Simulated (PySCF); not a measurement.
Input

```
{"job": {"kind": "nmr", "xc": "PBE0", "basis": "pcSseg-1"}, "charge": 0, "multiplicity": 1}
C      2.312552     2.167799     0.219045
C      2.074245     0.999201    -0.368227
C      0.870032     0.187466    -0.293521
C      0.808105    -0.979103    -0.962219
Si    -0.736032    -2.038118    -0.877284
C     -1.751314    -0.915643     0.266608
C     -0.837421    -0.496588     1.428065
C     -0.310605     0.632476     0.522431
C     -1.627085     0.518794    -0.269021
H      3.253485     2.673568     0.083492
H      1.601733     2.671548     0.851065
H      2.853553     0.569854    -0.987952
H      1.665699    -1.287612    -1.545950
H     -1.378498    -2.188912    -2.188252
H     -0.479898    -3.343259    -0.256392
H     -2.752684    -1.254930     0.529052
H     -0.102000    -1.219120     1.780722
H     -1.392401    -0.106078     2.281135
H     -0.127687     1.588141     1.009634
H     -1.557393     0.653321    -1.348093
H     -2.395306     1.184139     0.125191
```

Run with:

```sh
OMP_NUM_THREADS=1 python probes_run.py task.json out
```

Geometry: GFN2-xTB.

Computed with PBE0/pcSseg-1, SCF density, gas phase, non-relativistic in PySCF 2.14.0.

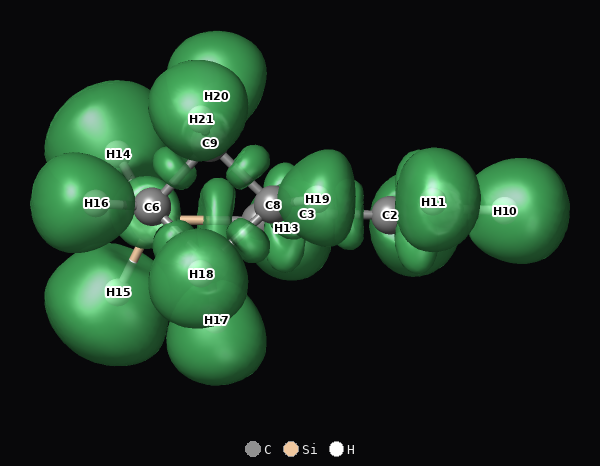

C$_{8}$H$_{12}$Si. Isosurface of the electron localisation function at 0.8 (green), seen from one side. Core shells and regions of very low density are left out.

> What do the ELF domains correspond to?

At this value the surface marks out eight regions between bonded C–C atoms (shared pairs), two regions between bonded C–Si atoms (shared pairs) and twelve regions around hydrogen nuclei.

Values along the shortest contacts:
C–C (1.33 Å): the ELF peaks at about 0.95 between the atoms: a short, multiple covalent bond. C–Si (1.87 Å): the ELF peaks at about 0.95 between the atoms, as expected for a covalent bond.
